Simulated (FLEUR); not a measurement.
# Magnetic state of RbMnF3 from several starts, part 3 of 3

Does RbMnF3 prefer parallel or opposed moments?

FLEUR MaX-R8.1; LDA (VWN) with U = 4.9 eV, J = 0.9 eV on Mn d; all-electron FLAPW, Dirac cores, scalar-relativistic bands.

So far, largest spin moment in the muffin-tin sphere (μB): step 2 (start 1: ferro +) 4.72; step 3 (order 2, typed as antiferro q=(0,0,1/2) +-) 4.70.

## (5) Spin–orbit coupling, moments along [001]

Level of this step: LDA (VWN) with U = 4.9 eV, J = 0.9 eV on Mn d; all-electron FLAPW, Dirac cores, scalar-relativistic bands with spin-orbit coupling (FLEUR).

Spin–orbit coupling ties the spins to the lattice and lets orbital moments form.

A new self-consistent run of the start antiferro q=(0,0,1/2) +-, with the moments along z.

The input, inp.xml:

```
<?xml version="1.0" encoding="UTF-8" standalone="no"?>
<fleurInput fleurInputVersion="0.39">
   <comment>
      RbMnF3
   </comment>
   <calculationSetup>
      <cutoffs Kmax="4.26" Gmax="12.8" GmaxXC="12.8" numbands="290"/>
      <scfLoop itmax="130" minDistance="0.0001" maxIterBroyd="15" imix="Anderson" alpha="0.05" precondParam="0.0" spinf="2.0" sdNocoIR="T"/>
      <coreElectrons ctail="T" frcor="F" kcrel="0" coretail_lmax="0"/>
      <xcFunctional name="vwn" relativisticCorrections="F"/>
      <magnetism jspins="2"/>
      <soc l_soc="T" theta="0.0" phi="0.0" spav="F"/>
      <expertModes spex="0" secvar="F"/>
      <geometryOptimization l_f="F" forcealpha="1.0" forcemix="BFGS" epsdisp="0.00001" epsforce="0.00001"/>
      <ldaU l_linMix="F" mixParam="0.05" spinf="1.0"/>
   </calculationSetup>
   <cell>
      <bzIntegration valenceElectrons="90.0" mode="hist" fermiSmearingEnergy="0.00293995">
         <kPointListSelection listName="default-1"/>
         <xi:include xmlns:xi="http://www.w3.org/2001/XInclude" href="kpts.xml"> </xi:include>
      </bzIntegration>
      <xi:include xmlns:xi="http://www.w3.org/2001/XInclude" href="sym.xml"> </xi:include>
      <bulkLattice scale="1.0">
         <bravaisMatrix>
            <row-1>    7.9982131745996679     0.0000000000000000     0.0000000000000000</row-1>
            <row-2>    0.0000000000000000     7.9982131745996679     0.0000000000000000</row-2>
            <row-3>    0.0000000000000000     0.0000000000000000    15.9964263491993357</row-3>
         </bravaisMatrix>
      </bulkLattice>
   </cell>
   <atomSpecies>
      <species name="Rubidium (Rb)" element="Rb" atomicNumber="37">
         <mtSphere radius="2.8" gridPoints="925" logIncrement="0.014"/>
         <atomicCutoffs lmax="10" lnonsphr="8"/>
         <electronConfig flipSpins="F">
            <coreConfig>(1s1/2) (2s1/2) (2p1/2) (2p3/2) (3s1/2) (3p1/2) (3p3/2) (3d3/2) (3d5/2)</coreConfig>
            <valenceConfig>(4s1/2) (4p1/2) (4p3/2) (5s1/2)</valenceConfig>
            <stateOccupation state="(5s1/2)" spinUp="0.500000" spinDown="0.500000"/>
         </electronConfig>
         <energyParameters s="5" p="5" d="4" f="4"/>
         <lo type="SCLO" l="0" n="4" eDeriv="0"/>
         <lo type="SCLO" l="1" n="4" eDeriv="0"/>
      </species>
      <species name="Manganese 4.501" element="Mn" atomicNumber="25">
         <mtSphere radius="2.49" gridPoints="823" logIncrement="0.015"/>
         <atomicCutoffs lmax="10" lnonsphr="8"/>
         <electronConfig flipSpins="F">
            <coreConfig>(1s1/2) (2s1/2) (2p1/2) (2p3/2)</coreConfig>
            <valenceConfig>(3s1/2) (3p1/2) (3p3/2) (4s1/2) (3d3/2) (3d5/2)</valenceConfig>
            <stateOccupation state="(3d3/2)" spinUp="1.7505" spinDown="0.2495"/>
            <stateOccupation state="(3d5/2)" spinUp="3.0" spinDown="0.0"/>
         </electronConfig>
         <energyParameters s="4" p="4" d="3" f="4"/>
         <ldaU l="2" U="4.9" J="0.9" l_amf="F"/>
         <lo type="SCLO" l="0" n="3" eDeriv="0"/>
         <lo type="SCLO" l="1" n="3" eDeriv="0"/>
      </species>
      <species name="Manganese -4.501" element="Mn" atomicNumber="25">
         <mtSphere radius="2.49" gridPoints="823" logIncrement="0.015"/>
         <atomicCutoffs lmax="10" lnonsphr="8"/>
         <electronConfig flipSpins="F">
            <coreConfig>(1s1/2) (2s1/2) (2p1/2) (2p3/2)</coreConfig>
            <valenceConfig>(3s1/2) (3p1/2) (3p3/2) (4s1/2) (3d3/2) (3d5/2)</valenceConfig>
            <stateOccupation state="(3d3/2)" spinUp="0.2495" spinDown="1.7505"/>
            <stateOccupation state="(3d5/2)" spinUp="0.0" spinDown="3.0"/>
         </electronConfig>
         <energyParameters s="4" p="4" d="3" f="4"/>
         <ldaU l="2" U="4.9" J="0.9" l_amf="F"/>
         <lo type="SCLO" l="0" n="3" eDeriv="0"/>
         <lo type="SCLO" l="1" n="3" eDeriv="0"/>
      </species>
      <species name="Fluorine (F)" element="F" atomicNumber="9">
         <mtSphere radius="1.41" gridPoints="467" logIncrement="0.023"/>
         <atomicCutoffs lmax="6" lnonsphr="4"/>
         <electronConfig flipSpins="F">
            <coreConfig>(1s1/2)</coreConfig>
            <valenceConfig>(2s1/2) (2p1/2) (2p3/2)</valenceConfig>
            <stateOccupation state="(2p1/2)" spinUp="0.833333" spinDown="0.833333"/>
            <stateOccupation state="(2p3/2)" spinUp="1.666667" spinDown="1.666667"/>
         </electronConfig>
         <energyParameters s="2" p="2" d="3" f="4"/>
      </species>
   </atomSpecies>
   <atomGroups>
      <atomGroup species="Rubidium (Rb)">
         <relPos label="                   1">.0000000000 .0000000000 -1.000/4.000</relPos>
         <relPos label="                   2">.0000000000 .0000000000 1.000/4.000</relPos>
         <force calculate="T" relaxXYZ="TTT"/>
      </atomGroup>
      <atomGroup species="Manganese 4.501">
         <relPos label="                   3">1.000/2.000 1.000/2.000 .0000000000</relPos>
         <force calculate="T" relaxXYZ="TTT"/>
      </atomGroup>
      <atomGroup species="Manganese -4.501">
         <relPos label="                   4">1.000/2.000 1.000/2.000 1.000/2.000</relPos>
         <force calculate="T" relaxXYZ="TTT"/>
      </atomGroup>
      <atomGroup species="Fluorine (F)">
         <relPos label="                   5">1.000/2.000 .0000000000 .0000000000</relPos>
         <relPos label="                   9">.0000000000 1.000/2.000 .0000000000</relPos>
         <force calculate="T" relaxXYZ="TTT"/>
      </atomGroup>
      <atomGroup species="Fluorine (F)">
         <relPos label="                   6">1.000/2.000 .0000000000 1.000/2.000</relPos>
         <relPos label="                  10">.0000000000 1.000/2.000 1.000/2.000</relPos>
         <force calculate="T" relaxXYZ="TTT"/>
      </atomGroup>
      <atomGroup species="Fluorine (F)">
         <relPos label="                   7">1.000/2.000 1.000/2.000 -1.000/4.000</relPos>
         <relPos label="                   8">1.000/2.000 1.000/2.000 1.000/4.000</relPos>
         <force calculate="T" relaxXYZ="TTT"/>
      </atomGroup>
   </atomGroups>
   <output dos="F" band="F" slice="F">
      <bandDOS minEnergy="-.5*Htr" maxEnergy="0.5*Htr" sigma="0.015" storeEVData="T"/>
      <plotting iplot="0" polar="F">
         <plot TwoD="T" vec1="  1.0  0.0  0.0" vec2="  0.0  1.0  0.0" vec3="  0.0  0.0  1.0" zero="  0.0  0.0  0.0" file="plot"/>
      </plotting>
      <moessbauerParams electricFieldGradient="F" isomerShift="F" coreHyperfine="F" valenceHyperfine="F"/>
   </output>
</fleurInput>
```

The input, crystal.txt:

```
RbMnF3
&input film=F cartesian=F /
4.23247214000  0.00000000000  0.00000000000
0.00000000000  4.23247214000  0.00000000000
0.00000000000  0.00000000000  8.46494428000
1.8897261246
1.0 1.0 1.0

10
37 0.00000000000  0.00000000000  0.00000000000
37 0.00000000000  0.00000000000  0.50000000000
25 0.50000000000  0.50000000000  0.25000000000 : 4.501
25 0.50000000000  0.50000000000  0.75000000000 : -4.501
9 0.50000000000  0.00000000000  0.25000000000
9 0.50000000000  0.00000000000  0.75000000000
9 0.50000000000  0.50000000000  0.00000000000
9 0.50000000000  0.50000000000  0.50000000000
9 0.00000000000  0.50000000000  0.25000000000
9 0.00000000000  0.50000000000  0.75000000000

&soc 0.0000000 0.0000000 /
&kpt div1=6 div2=6 div3=3 gamma=T /
```

Command:

```sh
$ OMP_NUM_THREADS=1 inpgen -f crystal.txt > inpgen.log  # inp.xml is then edited as shown
$ OMP_NUM_THREADS=1 mpirun -n 4 fleur_MPI > fleur.log
```

Output:

```text
[banner, memory and clock lines left out]
Welcome to FLEUR        (www.flapw.de)
      MaX-Release 8.1          (www.max-centre.eu)

 ========== k-point set info ==========
 Selected k-point list: default-1
 k-point list type: mesh
 0 x 0 x 0
 Number of k points: 24

 [... set-up left out ...]
 no density matrix found ... skipping LDA+U
 Reset of history
 Iteration:     1   Distance:      12.30109496 me/bohr^3
 Iteration:     2   Distance:      11.06752216 me/bohr^3
 Iteration:     3   Distance:       9.72120999 me/bohr^3
 Iteration:     4   Distance:       5.59740646 me/bohr^3
 Iteration:     5   Distance:       4.52063876 me/bohr^3
 Iteration:     6   Distance:       1.45949015 me/bohr^3
 Iteration:     7   Distance:       0.41347175 me/bohr^3
 Iteration:     8   Distance:       0.71262305 me/bohr^3
 Iteration:     9   Distance:       0.04933398 me/bohr^3
 Iteration:    10   Distance:       0.04681320 me/bohr^3
 Iteration:    11   Distance:       0.01170119 me/bohr^3
 Iteration:    12   Distance:       0.01263329 me/bohr^3
 Iteration:    13   Distance:       0.00498122 me/bohr^3
 Iteration:    14   Distance:       0.00329831 me/bohr^3
 Iteration:    15   Distance:       0.00081526 me/bohr^3
 Iteration:    16   Distance:       0.00049954 me/bohr^3
 Iteration:    17   Distance:       0.00047222 me/bohr^3
 Iteration:    18   Distance:       0.00022204 me/bohr^3
 Iteration:    19   Distance:       0.00006306 me/bohr^3

 ********************************************************************
 Run finished successfully
 Stop message:
   all done
 ********************************************************************

--- out.xml (last complete iteration) ---
<iteration numberForCurrentRun="   19" overallNumber="   19">
         [... left out ...]
         <bandgap value="2.9218028473" units="eV"/>
         <sumValenceSingleParticleEnergies value="-40.1227483870" units="Htr"/>
         <FermiEnergy value="0.1787282906" units="Htr"/>
         [... left out ...]
         <magneticMomentsInMTSpheres units="muBohr">
            <globalMagMoment atomType="1" vec="0.00000   0.00000   0.00000"/>
            <globalMagMoment atomType="2" vec="0.00000   0.00000   4.70161"/>
            <globalMagMoment atomType="3" vec="0.00000   0.00000  -4.70161"/>
            <globalMagMoment atomType="4" vec="0.00000   0.00000   0.04244"/>
            <globalMagMoment atomType="5" vec="0.00000   0.00000  -0.04244"/>
            <globalMagMoment atomType="6" vec="0.00000   0.00000   0.00000"/>
         </magneticMomentsInMTSpheres>
         <orbitalMomentsInMTSpheres units="muBohr">
            <globalMagMoment atomType="1" vec="0.00000   0.00000   0.00000"/>
            <globalMagMoment atomType="2" vec="0.00000   0.00000  -0.00049"/>
            <globalMagMoment atomType="3" vec="0.00000   0.00000   0.00049"/>
            <globalMagMoment atomType="4" vec="0.00000   0.00000   0.00003"/>
            <globalMagMoment atomType="5" vec="0.00000   0.00000  -0.00003"/>
            <globalMagMoment atomType="6" vec="0.00000   0.00000   0.00000"/>
         </orbitalMomentsInMTSpheres>
         [... left out ...]
         <totalEnergy value="    -8865.4053662160" units="Htr">
            <sumOfEigenvalues value="    -5124.4751522511">
               <coreElectrons value="-5084.3524038641"/>
               <valenceElectrons value="-40.1227483870"/>
            </sumOfEigenvalues>
         [... left out ...]
            <freeEnergy value="-8865.4053662160"/>
            <extrapolationTo0K value="-8865.4053662160"/>
         </totalEnergy>
         [... left out ...]
         <ldaUDensityMatrixConvergence>
            <distance spin="1" distance="0.000001"/>
            <distance spin="2" distance="0.000001"/>
         </ldaUDensityMatrixConvergence>
         <densityConvergence units="me/bohr^3">
            <chargeDensity spin="1" distance="0.0000372361"/>
            <chargeDensity spin="2" distance="0.0000372361"/>
            <overallChargeDensity distance="0.0000630591"/>
            <spinDensity distance="0.0000396188"/>
         </densityConvergence>
      </iteration>
```

Wall time 7.5 min (4 MPI ranks of AMD EPYC 9R45, shared host); peak memory 1.5 GiB.

Spin moment in the muffin-tin sphere by atom:

| atom | spin moment in the muffin-tin sphere (μB) |
| --- | --- |
| Rb1 | 0.00 |
| Rb2 | 0.00 |
| Mn3 | 4.70 |
| Mn4 | -4.70 |
| F5 | 0.04 |
| F6 | -0.04 |
| F7 | 0.00 |
| F8 | 0.00 |
| F9 | 0.04 |
| F10 | -0.04 |

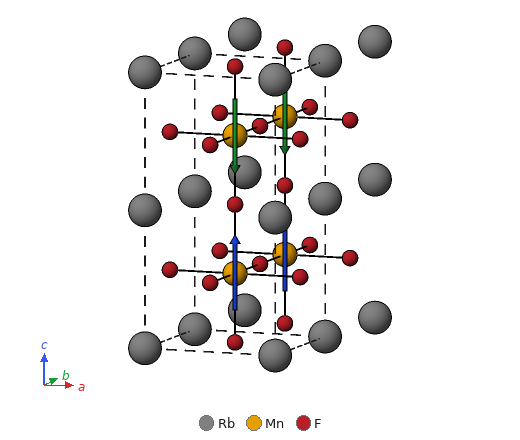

Spin moment in the muffin-tin sphere as arrows, the longest 4.70 μB. Up and down stand for the sign. Arrows give size and sign along the axis of quantisation, drawn up and down the page. The two directions have two colours. 1×2×1 cells are drawn. Some periodic images of atoms are drawn too.

Read from the output:

```
free energy                                                       : -241239.9696 eV
program's band gap on this mesh (in a metal only a level spacing) : 2.922 eV
magnetization                                                     : 0 μB
final state                                                       : antiferromagnetic
orbital moment along the spin                                     : 0 μB
```

Orbital moment in the sphere, along the spin axis by atom:

| atom | orbital moment in the sphere, along the spin axis (μB) |
| --- | --- |
| Rb1 | 0.0000 |
| Rb2 | 0.0000 |
| Mn3 | -0.0005 |
| Mn4 | 0.0005 |
| F5 | 0.0000 |
| F6 | 0.0000 |
| F7 | 0.0000 |
| F8 | 0.0000 |
| F9 | 0.0000 |
| F10 | 0.0000 |

## (6) Outcome

```json
{
 "lowest state found": "antiferromagnetic (typed antiferro q=(0,0,1/2) +-)",
 "largest site spin moment": "4.70 μB",
 "next finished state": "ferromagnetic, 10.2 meV a seeded atom higher",
 "orbital moment on the atom of largest spin, along its spin (spin–orbit run)": "-4.9e-4 μB"
}
```

**Reading.** The lowest state found is antiferromagnetic, reached from the start antiferro q=(0,0,1/2) +-, with moments up to 4.70 μB. The next finished state costs 10 meV a seeded atom. The shell is near half filling, where Hund's rules give no orbital moment. This is the lowest of 2 finished starts, no proof of the ground state.

[Logs and program files are shortened in this print: banners, set-up blocks, solver, clock and traceback lines can be left out without a mark of their own.]

[Logs are printed without paths, hosts, clocks, repeated set-up lines and the standing remarks that a program may print on its own settings, such as how far it seeks lower states.]

[Hosts, paths, dates, database ids (printed as entryN), source tags and the programs' standing remarks are cut or masked in the printed files.]

[Where a cell is said to come from a database of computed structures, the database is the Materials Project.]
